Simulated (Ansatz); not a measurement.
Cu (Fm-3m): the Drude term of Re ε in the infrared

Re ε of Cu (Fm-3m) at low photon energies is read from one computed spectrum; the carriers' damping was typed as γ = 0.03 eV.

Symmetry: Fm-3m, No. 225, cubic system. Conventional cell: a = 3.615 Å, b = 3.615 Å, c = 3.615 Å, α = 90.00°, β = 90.00°, γ = 90.00°. Around Cu on site a lie 12 Cu at 2.56 Å.

Method: Ansatz 0.2.0, PBE, independent particles, k-mesh 16×16×16 with interpolation inside its cells, Gaussian parameter 0.1 eV.

Launch of the response step: `ansatz run input.yaml --threads 4 --pin off --max-ram 8192MiB --backend cpu --events-out ev --progress --plain --runs-dir out`. The run took 8 s, on 4 threads of Intel(R) Xeon(R) Platinum 8559C (Emerald Rapids), on a shared host.

| photon energy E (eV) | wavelength (µm) | Re ε |
| --- | --- | --- |
| 0.25 | 4.96 | -1249.3 |
| 0.30 | 4.13 | -868.6 |
| 0.35 | 3.54 | -637.5 |
| 0.40 | 3.10 | -486.8 |
| 0.50 | 2.48 | -308.9 |
| 0.60 | 2.07 | -211.8 |
| 0.70 | 1.77 | ? |

A Drude term over a constant background gives Re ε = ε_b − ωp²/(E² + γ²), linear in 1/(E² + γ²).

Working, on the rows shown:

| x = 1/(E² + γ²) (eV⁻²) | y = Re ε |
| --- | --- |
| 15.7729 | -1249.3 |
| 11.0011 | -868.6 |
| 8.10373 | -637.5 |
| 6.21504 | -486.8 |
| 3.98565 | -308.9 |
| 2.77085 | -211.8 |

Means: x̄ = 7.9749, ȳ = -627.15. Σ(x − x̄)(y − ȳ) = -9262, Σ(x − x̄)² = 116.1. Slope = -9262 / 116.1 = -79.79; intercept = ȳ − slope · x̄ = 9.1566. The line misses the rows shown by at most 0.13.

Fill in the last column of the withheld row.

At x = 2.0371 the line gives y = -153.38. The run gave -153.2, so the extrapolation is off by 0.18, 0.0 % of the range in the table.

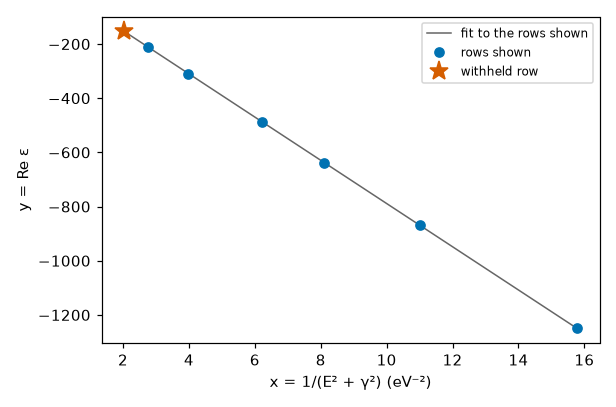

Refitted with all rows, the slope is -79.8 and the intercept 9.2267. These give ωp = √(−slope) = 8.93 eV, against 8.93 eV from the program's Fermi-surface sum, and a background ε_b = 9.2 from interband transitions. The values come from a sum over the points of one k-mesh and carry its error, which is largest for Fermi-surface quantities.
